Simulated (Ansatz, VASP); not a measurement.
# SiPb: VASP beside Ansatz

Wanted: the spread between two codes on one cell, functional and k mesh. The cell is generated by rule, not measured, and may not be a known phase. The cell is taken from a series of VASP runs on this material, whose earlier steps may have relaxed, scaled or displaced it; both programs get it as it stands. Valence electrons are named where the data sets of a main pair hold unlike numbers.

Main program and level: Ansatz 0.2.0; plane waves, with VASP 6.6.1 beside it; band structure at PBEsol, spin-orbit coupling.

The structure was built from a prototype and need not be the compound's stable phase.

## Step 1: The structure

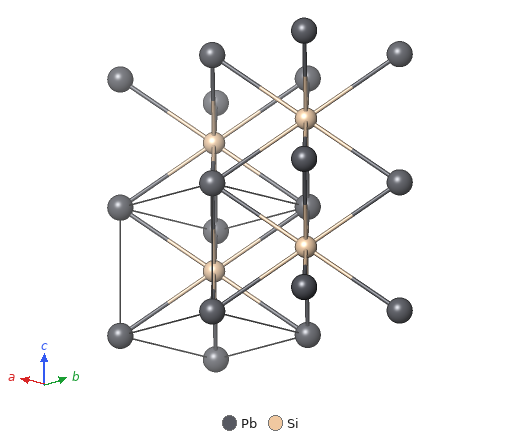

The starting structure, seen from a free direction (lead dark grey, silicon light orange). 1×2×2 cells are drawn. Some periodic images of atoms are drawn too.

As a file:

```cif
data_structure
_symmetry_space_group_name_H-M 'Pm-3m'
_symmetry_Int_Tables_number 221
_cell_length_a 3.9889
_cell_length_b 3.9889
_cell_length_c 3.9889
_cell_angle_alpha 90.000
_cell_angle_beta 90.000
_cell_angle_gamma 90.000
_cell_volume 63.47
loop_
_atom_site_label
_atom_site_type_symbol
_atom_site_symmetry_multiplicity
_atom_site_Wyckoff_symbol
_atom_site_fract_x
_atom_site_fract_y
_atom_site_fract_z
_atom_site_occupancy
Pb1 Pb 1 a 0.00000 0.00000 0.00000 1
Si1 Si 1 b 0.50000 0.50000 0.50000 1
```

## Step 2: Ansatz: band structure, PBEsol, spin-orbit coupling

Ansatz runs on its fully relativistic PAW (standard-fr) files.

With cell and atoms fixed, the geometry can't cause a difference; cores, projectors, grids and the points listed under the comparison can.

Input file input.yaml:

```yaml
crystal:
  lattice:
    - [3.98891, 0.0, 0.0]
    - [0.0, 3.98891, 0.0]
    - [0.0, 0.0, 3.98891]
  atoms:
    - { symbol: Pb, position: [0.0, 0.0, 0.0] }
    - { symbol: Si, position: [0.5, 0.5, 0.5] }
hamiltonian:
  xc: pbesol
  pseudopotentials: { kind: paw_fr }
magnetization:
  noncollinear: true
  spin_orbit: true
kpoints:
  mp_grid: { grid: [8, 8, 8] }
  band_path:
    path:
      - [0.0, 0.0, 0.0]
      - [0.0, 0.1, 0.0]
      - [0.0, 0.2, 0.0]
      - [0.0, 0.3, 0.0]
      - [0.0, 0.43333, 0.0]
      - [0.0, 0.5, 0.0]
      - [0.1, 0.5, 0.0]
      - [0.2, 0.5, 0.0]
      - [0.33333, 0.5, 0.0]
      - [0.43333, 0.5, 0.0]
      - [0.5, 0.5, 0.0]
      - [0.36667, 0.36667, 0.0]
      - [0.26667, 0.26667, 0.0]
      - [0.16667, 0.16667, 0.0]
      - [0.06667, 0.06667, 0.0]
      - [0.03333, 0.03333, 0.03333]
      - [0.13333, 0.13333, 0.13333]
      - [0.23333, 0.23333, 0.23333]
      - [0.33333, 0.33333, 0.33333]
      - [0.46667, 0.46667, 0.46667]
      - [0.46667, 0.5, 0.46667]
      - [0.36667, 0.5, 0.36667]
      - [0.23333, 0.5, 0.23333]
      - [0.13333, 0.5, 0.13333]
      - [0.03333, 0.5, 0.03333]
      - [0.5, 0.5, 0.03333]
      - [0.5, 0.5, 0.16667]
      - [0.5, 0.5, 0.26667]
      - [0.5, 0.5, 0.36667]
      - [0.5, 0.5, 0.5]
    npoints: 1
scf:
  occupations: { method: gaussian, width: 0.02 }
  n_extra_bands: 14
output:
  forces: true
  stress: true
  eigenvalues: true
```

On the command line:

```console
$ ansatz run input.yaml --threads 2 --pin off --max-ram 4608MiB --backend cpu --events-out ev --progress --plain --runs-dir out
```

Numbers of over 12 decimals in the logs are rounded to 6 here.

The program printed:

```text
scf.n_extra_bands = 14 over 18 filled bands (N_el = 18.0): the run solves 32 bands
Engine: ansatz 0.2.0, aarch64-unknown-linux-gnu
Pseudopotentials: kind: paw_fr
Pseudopotential: Pb, paw_fr, valence charge 14, recommended cutoff 420 eV (normal), Pb.paw.azcp#standard-fr
Pseudopotential: Si, paw_fr, valence charge 4, recommended cutoff 420 eV (normal), Si.paw.azcp#standard-fr
Functional definition: PBEsol
  exchange = pbesol_x
  correlation = pbesol_c
non-collinear run that drives no moment, with spin-orbit: no starting moment large enough to seed its density (crystal.atoms[].spin), no starting occupations that ask for one, no magnetisation constraint and no magnetic field, so the semilocal B_xc is pinned to zero
Crystal: 2 atoms, lattice volume = 63.469 Å³
Basis set: ecut = 420 eV, 1237 PW (Γ), exchange–correlation on 54×54×54 points (8 copies of the dense FFT grid, shifted against one another)
Bands: 32, of which v1, the nominal top of the filled ones, is band 18 counted from 1 (17 counted from 0)
Symmetry: 48 space group operations + 48 with time reversal
Magnetic group: BNS 221.93 (UNI 1595), of the structure as read, at distance tolerance 4.0e-5 Å
k-points: 35 of 512
Projection manifold: j_resolved (fully-relativistic pseudo-atomic orbitals)
Non-local potential: Pb, projectors of the file, l = 0: 2, l = 1: 4, l = 2: 4, l = 3: 4
Non-local potential: Si, projectors of the file, l = 0: 2, l = 1: 4, l = 2: 4
PAW form: soft (Blöchl's): semilocal exchange-correlation on the pseudo side does not see the compensation charge
PAW frozen core: Pb, regenerated for the run's functional, and the local potential with it (the file was generated under x = pbe(κ = 0.804, μ = 0.219515), c = pbe(β = 0.066725))
PAW frozen core: Si, regenerated for the run's functional, and the local potential with it (the file was generated under x = pbe(κ = 0.804, μ = 0.219515), c = pbe(β = 0.066725))
PAW one-centre angular grid: Pb, 590 points (default); XC on 96 Gauss nodes
PAW one-centre angular grid: Si, 110 points (default); XC on 64 Gauss nodes
Initial density: superposition of atomic densities (chi_scale 0.1, normalization cell, long waves kept (reshape's long-wave potential 0.00 eV rms))
Initial wavefunctions: pseudopotential atomic-orbital guess
Functional: x = pbesol(κ = 0.804, μ = 0.123457), c = pbesol(β = 0.046)
SCF iter   1: F=—  HF=-12412.530345 eV  |F-HF|=—  |Δ(HF+E_count)|=         —  Δρ=1.29e-2  dr2=3.03e-1  dr2_m=0.00e0 (ungated)  ethr=3.10e-3  |M|=0.00e0 ∫|m|=0.00e0 μB  |m|>n=0.0e0 m-floor=0.0e0 τ_xc=0.0e0  β_m=0.30  ⟨swp⟩=8.6  Hψ=3424  notcnv=0  defer=68
preconditioner: auto → none  [insulator: Δε(μ)=0.038 eV  Ē_g=15.680 eV  σ=0.020 eV  W_gap=0.64  n_scr=6 (ndim 8)  ℏωp=19.8 eV  f_vac=0.000  D(μ)=0.79/eV (n_scr^D=0)  ε∞_Penn≈2.6]
SCF iter   2: F=—  HF=-12412.437064 eV  |F-HF|=—  |Δ(HF+E_count)|=   9.33e-2  Δρ=5.65e-3  dr2=3.51e-2  dr2_m=0.00e0 (ungated)  ethr=1.68e-3  |M|=0.00e0 ∫|m|=0.00e0 μB  |m|>n=0.0e0 m-floor=0.0e0 τ_xc=0.0e0  β_m=0.36  ⟨swp⟩=2.8  Hψ=860  notcnv=0  defer=250
SCF iter   3: F=—  HF=-12412.428394 eV  |F-HF|=—  |Δ(HF+E_count)|=   8.67e-3  Δρ=2.85e-3  dr2=5.63e-3  dr2_m=0.00e0 (ungated)  ethr=1.95e-4  |M|=0.00e0 ∫|m|=0.00e0 μB  |m|>n=0.0e0 m-floor=0.0e0 τ_xc=0.0e0  β_m=0.52  ⟨swp⟩=3.6  Hψ=908  notcnv=0  defer=258
SCF iter   4: F=—  HF=-12412.427190 eV  |F-HF|=—  |Δ(HF+E_count)|=   1.20e-3  Δρ=4.35e-4  dr2=1.91e-4  dr2_m=0.00e0 (ungated)  ethr=3.13e-5  |M|=0.00e0 ∫|m|=0.00e0 μB  |m|>n=0.0e0 m-floor=0.0e0 τ_xc=0.0e0  β_m=0.53  ⟨swp⟩=2.0  Hψ=654  notcnv=0  defer=258
SCF iter   5: F=—  HF=-12412.427168 eV  |F-HF|=—  |Δ(HF+E_count)|=   2.18e-5  Δρ=9.71e-5  dr2=3.71e-6  dr2_m=0.00e0 (ungated)  ethr=1.06e-6  |M|=0.00e0 ∫|m|=0.00e0 μB  |m|>n=0.0e0 m-floor=0.0e0 τ_xc=0.0e0  β_m=0.71  ⟨swp⟩=2.6  Hψ=758  notcnv=0  defer=258
SCF iter   6: F=—  HF=-12412.427171 eV  |F-HF|=—  |Δ(HF+E_count)|=   2.98e-6  Δρ=1.82e-5  dr2=9.26e-8  dr2_m=0.00e0 (ungated)  ethr=5.56e-10  |M|=0.00e0 ∫|m|=0.00e0 μB  |m|>n=0.0e0 m-floor=0.0e0 τ_xc=0.0e0  β_m=0.68  ⟨swp⟩=11.4  Hψ=3772  notcnv=0
SCF iter   7: F=-12412.427171 eV  HF=-12412.427171 eV  |F-HF|=1.39e-8  |Δ(HF+E_count)|=   3.25e-8  Δρ=5.96e-6  dr2=1.54e-8  dr2_m=0.00e0 (ungated)  ethr=5.15e-10  |M|=0.00e0 ∫|m|=0.00e0 μB  |m|>n=0.0e0 m-floor=0.0e0 τ_xc=0.0e0  ⟨swp⟩=1.7  Hψ=1499  notcnv=0
SCF 1 converged in 7 iterations: F = -12412.427171 eV  dr2 = 1.54e-8
  greatest PAW one-centre occupation: 0.978 electrons in one spin orbital (limit 2), on the Pb atom at site 0 (counted from 0), in its partial waves of l = 2
NSCF: frozen V_eff on 30 k-points
SCF converged after 7 iterations
Magnetization: |M| = 0.0000 μB,  M = (+0.0000, +0.0000, +0.0000) μB
Absolute magnetization: 0.0000 μB (∫|m|)
  site 0: m = (+0.0000, +0.0000, +0.0000) μB, |m| = 0.0000 μB  (R = 1.42 Å)
  site 1: m = (+0.0000, +0.0000, +0.0000) μB, |m| = 0.0000 μB  (R = 1.42 Å)
Free energy (F): -12412.427171 eV
Harris-Foulkes:  -12412.427171 eV  (|F-HF|=1.39e-8)
Internal energy: -12412.426259 eV  (E = F + TS)
E sigma→0 (E₀):  -12412.426715 eV
Entropy (-TS):   -0.000912 eV (-0.456 meV/atom)
Fermi energy:    6.280115 eV
--- Per-component energies (eV) ---
  E_band       = -86.971444
  E_kinetic    = 320.353402
  E_local      = -1329.191188  (includes V_loc(G=0)·N_el)
  E_nonlocal   = 378.243477
  E_hartree    = 527.330740
  E_xc         = -269.606220
  E_vxc        = -174.124390  (∫ρ·V_xc dr)
  E_paw        = -10791.850737  (= ΣΔE_a)
  E_vpaw       = -336.919235  (= ΣTr[D̂ρ^β])
  E_aug_tail   = 0.000057  (compensation charges beyond the density's cutoff)
  E_ewald      = -1247.811932
  E_core_change = 0.106143  (= ΣΔE_core)
  E_smearing   = -0.000912  (= −TS)
  E_closure    = 0.000000  (closes the sum)
  Σ components = -12412.427171   (vs F -12412.427171, Δ=0.00e0)
--- Forces (eV/Å), atoms counted from 1 ---
  atom   1  Pb     0.00000000     0.00000000    -0.00000000
  atom   2  Si    -0.00000000     0.00000000    -0.00000000
  max |Σ_I F_I| component: 2.78e-29 eV/Å
--- Stress (GPa, compression-positive) ---
       -9.228851      -0.000000       0.000000
        0.000000      -9.228851       0.000000
        0.000000       0.000000      -9.228851
  P = ⅓ Tr σ = -9.2289 GPa (-92.289 kbar)
--- Band table (eV; the first three rows and the last of 35) ---
  k-point 0: bands = [... 14 lower, 5.5054, 5.5054, 6.2670, 6.2670, 6.2670, 6.2670, 10.5173, 10.5173, ... 10 higher]
  k-point 1: bands = [... 14 lower, 5.5446, 5.5446, 6.2160, 6.2160, 6.4084, 6.4084, 10.5356, 10.5356, ... 10 higher]
  k-point 2: bands = [... 14 lower, 5.7085, 5.7085, 6.4692, 6.4692, 6.8177, 6.8177, 9.4507, 9.4507, ... 10 higher]
  k-point 34: bands = [... 14 lower, 4.6146, 4.6146, 5.3913, 5.3913, 5.3913, 5.3913, 5.4135, 5.4135, ... 10 higher]
```

It took 12 s on 2 threads of Arm Neoverse V1, shared host; peak memory 0.52 GiB.

## Step 3: VASP: band structure, PBEsol, spin-orbit coupling

The same cell, functional, mesh and smearing now go to VASP, with its own data sets.

Lines of VASP's logs that name or quote its potential files are left out, and so is its time.

Input file INCAR:

```
SYSTEM = SiPb
PREC = Accurate
ENCUT = 400
EDIFF = 1E-06
NELM = 100
ISMEAR = 0
SIGMA = 0.02
LREAL = .FALSE.
ALGO = Normal
GGA = PS
LNONCOLLINEAR = .TRUE.
MAGMOM = 0 0 0 0 0 0
NBANDS = 30
GGA_COMPAT = .FALSE.
LASPH = .TRUE.
LSORBIT = .TRUE.
LORBIT = 11
LWAVE = .FALSE.
LCHARG = .FALSE.
KPAR = 4
ISIF = 2
```

Input file POSCAR:

```
SiPb
1.0
    3.9889100000      0.0000000000      0.0000000000
    0.0000000000      3.9889100000      0.0000000000
    0.0000000000      0.0000000000      3.9889100000
Pb Si
1 1
Direct
    0.0000000000      0.0000000000      0.0000000000
    0.5000000000      0.5000000000      0.5000000000
```

Input file KPOINTS:

```
Automatic mesh
0
Gamma
8 8 8
0 0 0
```

Input file KPOINTS_OPT:

```
Line mode
16
Line-mode
Reciprocal
  0.00000000   0.00000000   0.00000000 GAMMA
  0.00000000   0.50000000   0.00000000 X

  0.00000000   0.50000000   0.00000000 X
  0.50000000   0.50000000   0.00000000 M

  0.50000000   0.50000000   0.00000000 M
  0.00000000   0.00000000   0.00000000 GAMMA

  0.00000000   0.00000000   0.00000000 GAMMA
  0.50000000   0.50000000   0.50000000 R

  0.50000000   0.50000000   0.50000000 R
  0.00000000   0.50000000   0.00000000 X

  0.50000000   0.50000000   0.00000000 M
  0.50000000   0.50000000   0.50000000 R
```

PAW data sets: Pb_d and Si (PBE family, release 64).

On the command line:

```console
$ mpirun -np 4 vasp_ncl
```

The program printed:

```text
[banner, memory and clock lines left out]
running    4 mpi-ranks, on    1 nodes
 distrk:  each k-point on    1 cores,    4 groups
 distr:  one band on    1 cores,    1 groups

 POSCAR found type information on POSCAR PbSi
 POSCAR found :  2 types and       2 ions
|                                                                             |
|               ----> ADVICE to this user running VASP <----                  |
|                                                                             |
|     You enforced a specific xc type in the INCAR file but a different       |
|     [... a line on the potential file left out ...]
|     I HOPE YOU KNOW WHAT YOU ARE DOING!                                     |
|                                                                             |

 LDA part: xc-table for (Slater+PW92), standard interpolation
 POSCAR, INCAR and KPOINTS ok, starting setup
 FFT: planning ... GRIDC
 FFT: planning ... GRID_SOFT
 FFT: planning ... GRID
 WAVECAR not read
 entering main loop
       N       E                     dE             d eps       ncg     rms          rms(c)
DAV:   1     0.151466852723E+03    0.15147E+03   -0.67879E+03  2108   0.968E+02
DAV:   2     0.366542313936E+01   -0.14780E+03   -0.14143E+03  2186   0.303E+02
DAV:   3    -0.810706044010E+01   -0.11772E+02   -0.11583E+02  2686   0.104E+02
DAV:   4    -0.850719007234E+01   -0.40013E+00   -0.39911E+00  2598   0.220E+01
DAV:   5    -0.852871466150E+01   -0.21525E-01   -0.21520E-01  3046   0.460E+00    0.959E-01
DAV:   6    -0.851263248217E+01    0.16082E-01   -0.23344E-02  2796   0.196E+00    0.522E-01
DAV:   7    -0.850760236654E+01    0.50301E-02   -0.12767E-02  2698   0.112E+00    0.225E-01
DAV:   8    -0.850747449696E+01    0.12787E-03   -0.60365E-04  2784   0.256E-01    0.107E-01
DAV:   9    -0.850745060977E+01    0.23887E-04   -0.15354E-04  2730   0.200E-01    0.462E-02
DAV:  10    -0.850745604392E+01   -0.54341E-05   -0.15384E-05  2412   0.455E-02    0.139E-02
DAV:  11    -0.850745716948E+01   -0.11256E-05   -0.40474E-06  2496   0.282E-02    0.369E-03
DAV:  12    -0.850745679162E+01    0.37786E-06   -0.59082E-07  1500   0.132E-02
   1 F= -.85074568E+01 E0= -.85071080E+01  d E =-.697484E-03  mag=     0.0000     0.0000    -0.0000
 Start KPOINTS_OPT (optional k-point list driver)
k-point batch [1-35\96]
       N       E                     dE             ncg
DAV:   1     0.147184198901E+04   -0.89757E+04     2100
DAV:   2    -0.375342192700E+04   -0.52253E+04     2160
DAV:   3    -0.418869409553E+04   -0.43527E+03     2646
DAV:   4    -0.420480832875E+04   -0.16114E+02     2494
DAV:   5    -0.420564669757E+04   -0.83837E+00     3134
DAV:   6    -0.420565486089E+04   -0.81633E-02     2606
DAV:   7    -0.420565508356E+04   -0.22267E-03     3134
DAV:   8    -0.420565508589E+04   -0.23275E-05     2146
DAV:   9    -0.420565508607E+04   -0.18057E-06     1568
[...]
k-point batch [71-96\96]
       N       E                     dE             ncg
DAV:   1     0.620853744472E+04   -0.12042E+05     1560
DAV:   2     0.238842807156E+04   -0.38201E+04     1638
DAV:   3     0.207691162835E+04   -0.31152E+03     1960
DAV:   4     0.206613627495E+04   -0.10775E+02     1906
DAV:   5     0.206558348431E+04   -0.55279E+00     2330
DAV:   6     0.206557563703E+04   -0.78473E-02     2012
DAV:   7     0.206557548112E+04   -0.15591E-03     2348
DAV:   8     0.206557547928E+04   -0.18429E-05     1610
DAV:   9     0.206557547915E+04   -0.13248E-06     1220
```

From OUTCAR (step 3):

```text
ion  position               nearest neighbor table
   1  0.000  0.000  0.000-   2 3.45   2 3.45   2 3.45   2 3.45   2 3.45   2 3.45   2 3.45   2 3.45

  LATTYP: Found a simple cubic cell.
 ALAT       =     3.9889100000

 Subroutine GETGRP returns: Found 48 space group operations
 (whereof 48 operations were pure point group operations)

The static configuration has the point symmetry O_h .

 Found     35 irreducible k-points:

   k-points           NKPTS =     35   k-points in BZ     NKDIM =     35   number of bands    NBANDS=     30

   dimension x,y,z NGX =    28 NGY =   28 NGZ =   28
   dimension x,y,z NGXF=    56 NGYF=   56 NGZF=   56

   ENCUT  =  400.0 eV  29.40 Ry    5.42 a.u.   6.50  6.50  6.50*2*pi/ulx,y,z

   NELECT =      18.0000    total number of electrons

 k-points in reciprocal lattice and weights: Automatic mesh
   0.00000000  0.00000000  0.00000000       0.002
   0.12500000  0.00000000  0.00000000       0.012
   0.25000000  0.00000000  0.00000000       0.012
   0.37500000  0.00000000  0.00000000       0.012
   0.50000000  0.00000000  0.00000000       0.006
   0.12500000  0.12500000  0.00000000       0.023
   0.25000000  0.12500000  0.00000000       0.047
   0.37500000  0.12500000  0.00000000       0.047
   0.50000000  0.12500000  0.00000000       0.023
[...]
0.50000000  0.50000000  0.37500000       0.012
   0.50000000  0.50000000  0.50000000       0.002

 average (electrostatic) potential at core
       1 -92.4796       2 -85.4999

 E-fermi :   4.4133

 k-point     1 :       0.0000    0.0000    0.0000
  band No.  band energies     occupation
    ...
     16       3.6959      1.00000
     17       4.3858      0.97398
     18       4.3858      0.97398
     19       4.3858      0.97398
     20       4.3858      0.97398
     21       8.6306      0.00000
     22       8.6306      0.00000
     23       8.6306      0.00000
     24       8.6306      0.00000
     25       9.2508      0.00000
    ...

 k-point     2 :       0.1250    0.0000    0.0000
  band No.  band energies     occupation
    ...
     14      -0.3983      1.00000
     15       3.7278      1.00000
     16       3.7278      1.00000
     17       4.3377      1.00000
     18       4.3377      1.00000
     19       4.5278      0.00000
     20       4.5278      0.00000
     21       8.7428      0.00000
     22       8.7428      0.00000
     23       8.7660      0.00000
    ...

 k-point     3 :       0.2500    0.0000    0.0000
  band No.  band energies     occupation
    ...
     12      -5.2476      1.00000
     13      -1.2523      1.00000
     14      -1.2523      1.00000
     15       3.8703      1.00000
     16       3.8703      1.00000
     17       4.6087      0.00000
     18       4.6087      0.00000
     19       4.9391      0.00000
     20       4.9391      0.00000
     21       7.6451      0.00000
    ...

  Total       -3.6638090     -3.6638090     -3.6638090      0.0000000      0.0000000     -0.0000000
  in kB      -92.4870007    -92.4870007    -92.4870007      0.0000000      0.0000000     -0.0000000
  external PRESSURE =     -92.4870007 kB  Pullay stress =       0.0000000 kB

  energy-cutoff  :      400.00
  volume of cell :       63.47
      direct lattice vectors                 reciprocal lattice vectors
     3.988910000  0.000000000  0.000000000     0.250695052  0.000000000  0.000000000
     0.000000000  3.988910000  0.000000000     0.000000000  0.250695052  0.000000000
     0.000000000  0.000000000  3.988910000     0.000000000  0.000000000  0.250695052

 POSITION                                       TOTAL-FORCE (eV/Angst)
 -----------------------------------------------------------------------------------
      0.00000      0.00000      0.00000         0.000000      0.000000      0.000000
      1.99446      1.99446      1.99446         0.000000      0.000000      0.000000
 -----------------------------------------------------------------------------------
    total drift:                               -0.000000     -0.000000     -0.000000

  FREE ENERGIE OF THE ION-ELECTRON SYSTEM (eV)
  ---------------------------------------------------
  free  energy   TOTEN  =        -8.5074567916 eV

  energy  without entropy=       -8.5067593076  energy(sigma->0) =       -8.50710805

 Spin-Orbit-Coupling matrix elements
 Ion:    1  E_soc:     -1.0390994
 Ion:    2  E_soc:     -0.0016369

 total charge
# of ion       s       p       d       tot
------------------------------------------
    1        1.397   0.639   9.810  11.846
    2        0.925   0.548   0.000   1.473
--------------------------------------------------
tot          2.322   1.187   9.810  13.319

 magnetization (x)
# of ion       s       p       d       tot
------------------------------------------
    1        0.000   0.000  -0.000   0.000
    2        0.000  -0.000   0.000   0.000
--------------------------------------------------
tot          0.000  -0.000  -0.000   0.000

 magnetization (y)
# of ion       s       p       d       tot
------------------------------------------
    1       -0.000   0.000   0.000  -0.000
    2       -0.000   0.000   0.000  -0.000
--------------------------------------------------
tot         -0.000   0.000   0.000  -0.000

 magnetization (z)
# of ion       s       p       d       tot
------------------------------------------
    1        0.000   0.000  -0.000  -0.000
    2       -0.000   0.000   0.000  -0.000
--------------------------------------------------
tot         -0.000   0.000  -0.000  -0.000

[... 3 further parts left out ...]
```

The k-mesh is coarse for a metal.

The run ends at a pressure of -9.25 GPa.

## Step 4: Differences

Known differences besides the potentials themselves: spin-orbit coupling enters by fully relativistic files in Ansatz and inside the spheres in VASP; the cutoff is 420 eV in Ansatz and 400 eV in VASP; Ansatz makes its cores anew for this functional, VASP keeps those of its PBE data sets. Total energies have different zeros and are not compared.

Both answers:

```tsv
quantity	Ansatz	VASP	difference
pressure (GPa)	-9.23	-9.25	+0.02
```

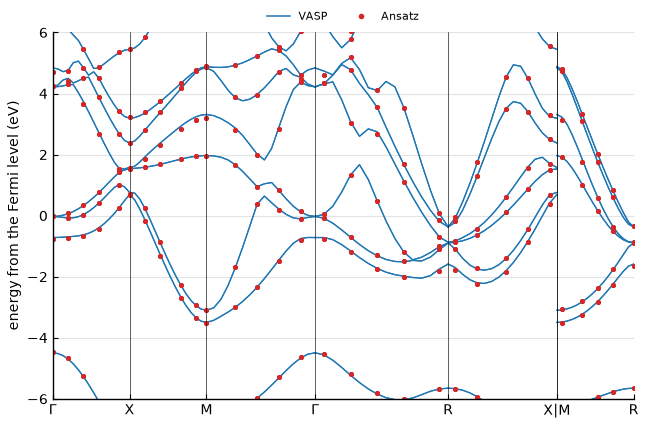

Bands from VASP (lines) and levels from Ansatz (dots). Dots without a line are higher empty bands that the VASP plot leaves out.

Levels from 3 eV below to 2 eV above the Fermi level differ by 26 meV r.m.s. and 79 meV at most; each VASP level is matched to the nearest of Ansatz, which flatters the figure a little. Ansatz's pressure holds a Pulay correction of 0.02 GPa; VASP's holds none.

## Step 5: Results

| Quantity | Value |
| --- | --- |
| r.m.s. difference of levels near the Fermi level (band structure, PBEsol, spin-orbit coupling) | 26 meV |

What this shows: The r.m.s. difference of levels near the Fermi level is 26 meV (band structure, PBEsol, spin-orbit coupling), within the 80 meV picked in this series as the mark of a large difference. 1 further run of this series is not shown here. How closely two codes agree says nothing of how well the functional describes the real material.

[Lines on the potential files, build, host, timing and source positions are cut from VASP's logs without a mark.]

[Logs are printed without paths, hosts, clocks, repeated set-up lines and the standing remarks that a program may print on its own settings, such as how far it seeks lower states.]

[Hosts, paths, dates, database ids (printed as entryN), source tags and the programs' standing remarks are cut or masked in the printed files.]
